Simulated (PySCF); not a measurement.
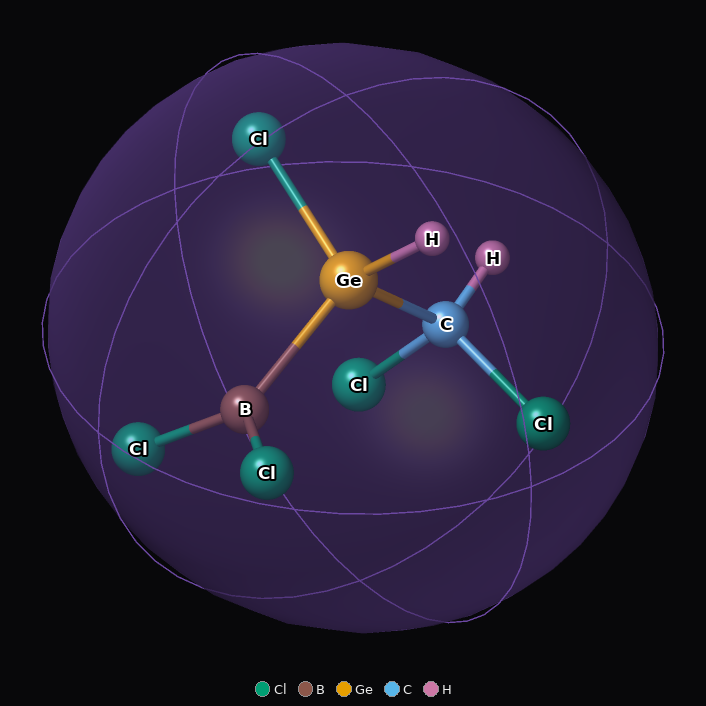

The ellipsoid shows the static dipole polarisability: its half-axes are proportional to the principal values. The geometry was computed by an optimisation with GFN2-xTB. No frequency run is at hand to confirm it as a minimum. Method: ωB97X-D/def2-SVPD (PySCF 2.14.0).

Give the principal values, the mean and the anisotropy.

Principal values 113.3, 118.1, 128.8 bohr³; mean 120.1 bohr³ (17.80 Å³); anisotropy 13.8 bohr³, so the longest axis is 1.14 times the shortest.

The geometry is semi-empirical. Around B, Ge such bond lengths and angles can be off by a tenth of an ångström or more and by several degrees, and values that hang on the shape move with them.
